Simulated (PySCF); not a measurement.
# MeSi(SMe)3: NMR shifts at several levels of theory, part 2 of 2

PySCF 2.14.0. Atoms count from 0. The steps go on from the part before.

## 7. NMR shieldings: PBE0/6-31G*

What the job is given:

```
{"job": {"kind": "nmr", "xc": "PBE0", "basis": "6-31G*", "pop": true}, "charge": 0, "multiplicity": 1}
C     -2.546444    -1.546618     0.461725
S     -1.812462    -0.980491    -1.107686
Si     0.090343    -0.299494    -0.420248
C      0.961000     0.440717    -1.897890
S     -0.136982     1.117612     1.180692
C     -0.939541     2.477007     0.269151
S      1.112685    -1.973193     0.430134
C      2.588794    -1.175222     1.146845
H     -3.621538    -1.677575     0.282227
H     -2.106283    -2.502686     0.774158
H     -2.390875    -0.792717     1.246420
H      1.061138    -0.317318    -2.689206
H      1.965411     0.786421    -1.610154
H      0.400421     1.297941    -2.300720
H     -1.752192     2.088235    -0.361854
H     -1.364656     3.158730     1.017547
H     -0.216750     3.029840    -0.346782
H      3.257465    -0.794263     0.362398
H      2.312365    -0.358981     1.827536
H      3.117686    -1.952644     1.714328
```

With the program's defaults for keys left out, this is: GIAO PBE0/6-31G* NMR shielding, non-relativistic, gas phase.

What it wrote:

```text
coarse grid: 18280 points
cycle   1  E = -1643.0629170662  dE =  4.919e-01  |g| = 4.209e-01  |ddm| = 4.172e+00
cycle   2  E = -1643.0684459917  dE = -5.529e-03  |g| = 4.080e-01  |ddm| = 1.079e+00
cycle   3  E = -1643.1151653082  dE = -4.672e-02  |g| = 5.515e-02  |ddm| = 5.501e-01
cycle   4  E = -1643.1160564266  dE = -8.911e-04  |g| = 1.707e-02  |ddm| = 1.112e-01
cycle   5  E = -1643.1161432298  dE = -8.680e-05  |g| = 5.386e-03  |ddm| = 3.186e-02
cycle   6  E = -1643.1161509284  dE = -7.699e-06  |g| = 1.214e-03  |ddm| = 7.015e-03
final grid: 156464 points
cycle   7  E = -1643.0063753101  dE = -1.442e-05  |g| = 1.198e-02  |ddm| = 3.564e-02
cycle   8  E = -1643.0063523736  dE =  2.294e-05  |g| = 1.509e-02  |ddm| = 2.954e-02
cycle   9  E = -1643.0064155846  dE = -6.321e-05  |g| = 5.772e-04  |ddm| = 1.675e-02
cycle  10  E = -1643.0064156795  dE = -9.491e-08  |g| = 1.401e-04  |ddm| = 9.757e-04
cycle  11  E = -1643.0064156842  dE = -4.728e-09  |g| = 5.486e-05  |ddm| = 2.089e-04
cycle  12  E = -1643.0064156850  dE = -8.222e-10  |g| = 1.017e-05  |ddm| = 7.189e-05
converged SCF energy = -1643.0064156850

GIAO shielding tensors (ppm)
atom      isotropic    diamagn.    paramagn.     s11        s22        s33       span
  0 C      181.493     252.471     -70.979    172.140    173.544    198.794     26.654
  1 S      706.320    1057.935    -351.615    621.857    640.336    856.767    234.910
  2 Si     339.055     879.806    -540.752    296.005    339.389    381.770     85.765
  3 C      192.271     253.706     -61.435    183.746    191.517    201.550     17.804
  4 S      710.403    1059.102    -348.699    610.390    657.950    862.869    252.479
  5 C      182.511     252.144     -69.632    171.486    176.596    199.453     27.967
  6 S      689.716    1058.103    -368.388    593.738    670.831    804.578    210.839
  7 C      181.314     251.646     -70.332    169.801    176.489    197.652     27.851
  8 H       30.315      29.329       0.986     24.503     26.886     39.556     15.053
  9 H       29.939      30.109      -0.170     23.881     28.627     37.310     13.429
 10 H       29.714      30.512      -0.797     23.417     31.140     34.586     11.168
 11 H       31.728      29.788       1.940     27.325     29.181     38.679     11.354
 12 H       31.656      30.965       0.691     27.258     29.913     37.798     10.539
 13 H       31.555      30.973       0.582     26.632     30.739     37.293     10.662
 14 H       29.963      30.590      -0.627     23.891     30.489     35.509     11.618
 15 H       30.261      29.644       0.617     24.542     26.912     39.329     14.787
 16 H       30.358      30.695      -0.337     24.626     28.355     38.091     13.465
 17 H       30.142      30.249      -0.107     24.535     28.576     37.314     12.780
 18 H       30.035      30.653      -0.617     23.176     31.228     35.702     12.526
 19 H       30.239      29.202       1.038     24.426     26.942     39.350     14.924
```

It took 29 s on 1 thread, shared host.

In short: δ C0 12.4, C3 1.9, S1 -156, Si2 79.0, H8 1.86, H11 0.32 ppm (means over like atoms).

## 8. Nuclear shieldings: PBE0/6-311+G(2d,p)

The job, as its differences from that of step 7:

```diff
@@ -1,2 +1,2 @@
-{"job": {"kind": "nmr", "xc": "PBE0", "basis": "6-31G*", "pop": true}, "charge": 0, "multiplicity": 1}
+{"job": {"kind": "nmr", "xc": "PBE0", "basis": "6-311+G(2d,p)", "pop": true}, "charge": 0, "multiplicity": 1}
 C     -2.546444    -1.546618     0.461725
```

With the program's defaults for keys left out, this is: GIAO PBE0/6-311+G(2d,p) NMR shielding, non-relativistic, gas phase.

What it wrote:

```text
coarse grid: 18280 points
cycle   1  E = -1643.1259317313  dE =  4.248e-01  |g| = 4.723e-01  |ddm| = 4.104e+00
cycle   2  E = -1643.1319023964  dE = -5.971e-03  |g| = 4.239e-01  |ddm| = 1.340e+00
cycle   3  E = -1643.1748182451  dE = -4.292e-02  |g| = 7.624e-02  |ddm| = 7.049e-01
cycle   4  E = -1643.1759149526  dE = -1.097e-03  |g| = 3.544e-02  |ddm| = 1.936e-01
cycle   5  E = -1643.1762795142  dE = -3.646e-04  |g| = 6.530e-03  |ddm| = 7.853e-02
cycle   6  E = -1643.1762891607  dE = -9.646e-06  |g| = 2.740e-03  |ddm| = 1.445e-02
final grid: 156464 points
cycle   7  E = -1643.1787294861  dE = -5.206e-05  |g| = 1.497e-02  |ddm| = 1.522e-01
cycle   8  E = -1643.1786948668  dE =  3.462e-05  |g| = 1.853e-02  |ddm| = 3.817e-02
cycle   9  E = -1643.1787778670  dE = -8.300e-05  |g| = 1.223e-03  |ddm| = 2.741e-02
cycle  10  E = -1643.1787782415  dE = -3.746e-07  |g| = 3.452e-04  |ddm| = 3.894e-03
cycle  11  E = -1643.1787782735  dE = -3.197e-08  |g| = 1.014e-04  |ddm| = 9.130e-04
cycle  12  E = -1643.1787782760  dE = -2.489e-09  |g| = 3.193e-05  |ddm| = 2.472e-04
cycle  13  E = -1643.1787782762  dE = -2.674e-10  |g| = 7.807e-06  |ddm| = 8.490e-05
converged SCF energy = -1643.1787782762

GIAO shielding tensors (ppm)
atom      isotropic    diamagn.    paramagn.     s11        s22        s33       span
  0 C      172.414     247.371     -74.957    162.099    163.848    191.293     29.194
  1 S      658.133    1060.095    -401.962    571.712    584.151    818.534    246.821
  2 Si     297.214     882.061    -584.848    256.350    298.029    337.262     80.912
  3 C      184.701     255.436     -70.735    174.750    184.636    194.718     19.968
  4 S      665.792    1061.669    -395.878    560.127    611.030    826.219    266.092
  5 C      173.408     246.593     -73.185    161.076    166.608    192.541     31.465
  6 S      639.579    1059.600    -420.021    541.342    619.764    757.632    216.290
  7 C      172.138     245.387     -73.248    159.433    166.329    190.652     31.219
  8 H       29.703      29.097       0.606     23.984     26.560     38.565     14.581
  9 H       29.358      31.146      -1.787     23.389     27.823     36.863     13.473
 10 H       28.859      31.185      -2.326     22.744     29.886     33.947     11.203
 11 H       31.071      32.161      -1.090     26.868     28.544     37.801     10.932
 12 H       30.849      33.365      -2.517     26.704     28.993     36.849     10.145
 13 H       30.804      33.600      -2.795     26.202     29.956     36.254     10.052
 14 H       29.015      31.280      -2.265     22.920     29.455     34.671     11.751
 15 H       29.630      29.485       0.144     23.918     26.527     38.444     14.526
 16 H       29.606      31.715      -2.109     23.923     27.366     37.528     13.605
 17 H       29.400      30.489      -1.089     23.983     27.480     36.738     12.755
 18 H       29.247      30.941      -1.694     22.309     30.242     35.189     12.881
 19 H       29.615      28.613       1.002     23.919     26.608     38.318     14.399
```

Run time: 96 s. Hardware: 1 thread, shared host.

This run: δ C0 13.8, C3 1.7, S1 -147, Si2 47.2, H8 2.13, H11 0.60 ppm (means over like atoms).

## 9. Run by run: NMR shifts

Shifts (ppm), means over like atoms, with basis size and wall time:

| run | C0 | C3 | H8 | H11 | S1 | Si2 | functions | time |
| --- | --- | --- | --- | --- | --- | --- | --- | --- |
| B97-D/pcSseg-1 | 16.0 | 1.6 | 2.07 | 0.54 | -140 | 54.7 | 224 | 60 s |
| LDA/pcSseg-1 | 13.5 | 1.3 | 2.03 | 0.56 | -149 | 62.6 | 224 | 47 s |
| PBE0/STO-3G | 21.6 | -0.7 | 0.65 | 0.15 | -232 | 57.8 | 68 | 9.9 s |
| PBE0/6-31G | 13.9 | 1.3 | 1.95 | 0.35 | -193 | 105.7 | 112 | 20 s |
| PBE0/6-31G* | 12.4 | 1.9 | 1.86 | 0.32 | -156 | 79.0 | 152 | 29 s |
| PBE0/6-311+G(2d,p) | 13.8 | 1.7 | 2.13 | 0.60 | -147 | 47.2 | 320 | 96 s |
| measured | – | – | – | – | – | 34.0 | – | – |

Measured: solution; U. Herzog, Habilitationsschrift, TU Bergakademie Freiberg, 2002/2003.

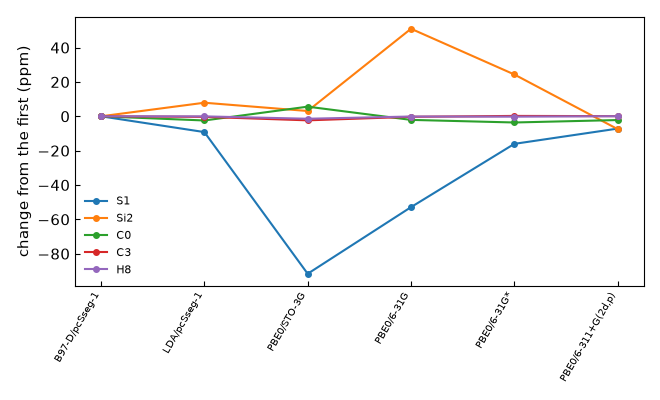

How five of the tabulated atoms move from run to run.

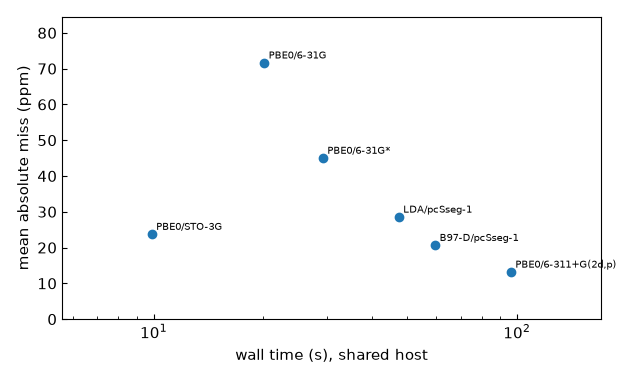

Cost against miss for the one measured 29Si shift.

## 10. Summary of results

What follows sums up all 2 parts.

| quantity | value |
| --- | --- |
| point group | C1 |
| rotational constants (main isotopes) | 1.04, 0.88, 0.68 GHz |
| 13C shifts against TMS (B97-D/pcSseg-1, means over atoms taken as alike) | 16.0, 1.6 ppm |
| 1H shifts against TMS (B97-D/pcSseg-1, means over atoms taken as alike) | 2.07, 0.54 ppm |
| 33S shifts against CS2 (B97-D/pcSseg-1, means over atoms taken as alike) | -140 ppm |
| 29Si shifts against TMS (B97-D/pcSseg-1) | 54.7 ppm |
| measured, and computed on the same scale | Si2 δ 34.0, 54.7 ppm |
| range of the shift of S1 | -232 to -140 ppm |
| property runs in this session | 6, of which 0 failed and 1 gave unsound results |

Single values in the summary come from the first run of each kind that ended normally (B97-D/pcSseg-1), which need not be the best level. The optimisation took 12 steps and gained 0.143 eV; among the close pairs (by a distance rule), Si2–C3 changed most, from 1.901 to 1.868 Å. At B97-D/pcSseg-1: The largest span, 248 ppm, is at S1, S4, S6, where the paramagnetic term is -424 ppm. The one measured 29Si shift is missed by +20.7 ppm (computed less measured, unscaled). Vibration, temperature and solvent are missing from the calculation, and it holds one conformer, so part of the miss against the measured shifts is not the functional's. Across the 6 runs the shift of S1 (with its like atoms) moves most, between -232 (PBE0/STO-3G) and -140 ppm (B97-D/pcSseg-1). A minimal basis is unusable for shieldings, so that end is no result. For the one measured 29Si shift, PBE0/6-311+G(2d,p) misses least (13.2 ppm, 96 s) and PBE0/6-31G most (71.7 ppm, 20 s); the quickest, PBE0/STO-3G, misses by 23.8 ppm in 9.9 s. One molecule ranks no method: errors cancel, and vibration and temperature are missing from all runs.
